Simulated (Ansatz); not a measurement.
Cl2FHOTi···NH3

```xyz
10

Ti    0.3116   -0.6137   -0.8502
N    -0.2872    0.2661    2.5304
H    -1.1382    0.0563    3.0674
H     0.2611    0.9508    3.0663
Cl    1.9880    0.2401   -2.0224
O    -0.5145    0.6352    0.0026
H    -0.5032    0.6079    1.0796
Cl   -1.1156   -1.7710   -2.0896
F     0.9360   -1.6160    0.4742
H     0.2672   -0.6009    2.4663
```

Method: RKS PBE-D4/def2-SVP in Ansatz.

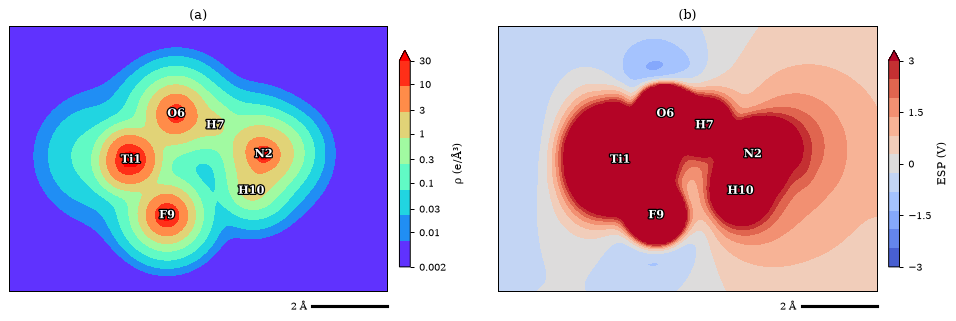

Figure 1. (a) electron density; (b) molecular electrostatic potential on the plane of atoms Ti1, O6 and H7.

### Read the bonding off the picture.

- The section cuts through Ti, N, O, H and F sites.
- N2···H7 (1.51 Å): the density falls to about 0.62 e/Å³ on the way; by its geometry a hydrogen bond between the two molecules, with no shared pair.
- Ti–O (1.72 Å): ρ is about 1.3 e/Å³ halfway.
- Ti–F (1.77 Å): the density is about 0.99 e/Å³ at the midpoint.
- N–H (1.03 Å): the density is about 2.8 e/Å³ at the midpoint.
- O–H (1.08 Å): ρ at the midpoint is about 2.9 e/Å³.
- Outside the dense part of the complex the potential is most negative (−1.4 V) near O6.

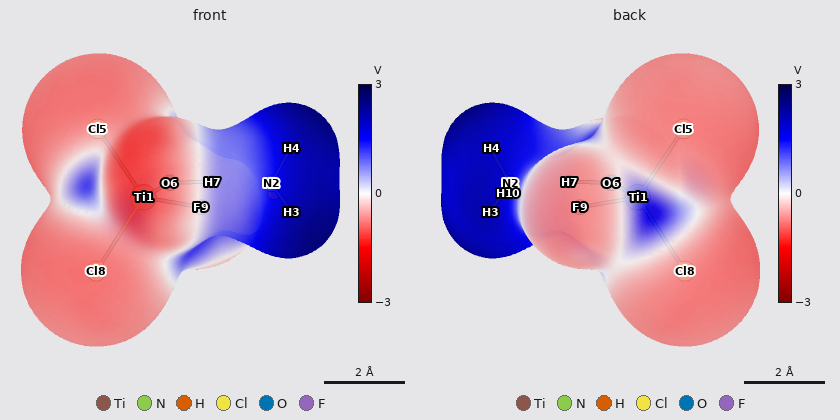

Figure 2. The molecular electrostatic potential painted on the density surface at 0.002 e/bohr³, seen from the front and from behind; red is negative and blue positive.

### Describe the electrostatic potential map.

The most negative region (about −1.2 V, or −28 kcal/mol for a unit charge) lies over O6, the most positive (about +2.6 V, or +60 kcal/mol for a unit charge) over H3 and H4. O6 is the likeliest acceptor of a hydrogen bond.

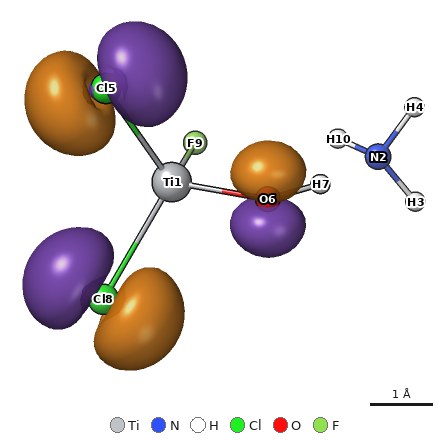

Figure 3. One frontier orbital at ±0.15 Å⁻³ᐟ² (orange and purple are the two phases), seen at a tilt.

### Which orbital is it: HOMO or LUMO?

The HOMO, at −6.96 eV. Its weight (Hirshfeld) is mainly on Cl5 (about 40 %), Cl8 (about 40 %) and O6 (about 15 %); largely a combination of lone pairs on Cl5, Cl8 and O6.
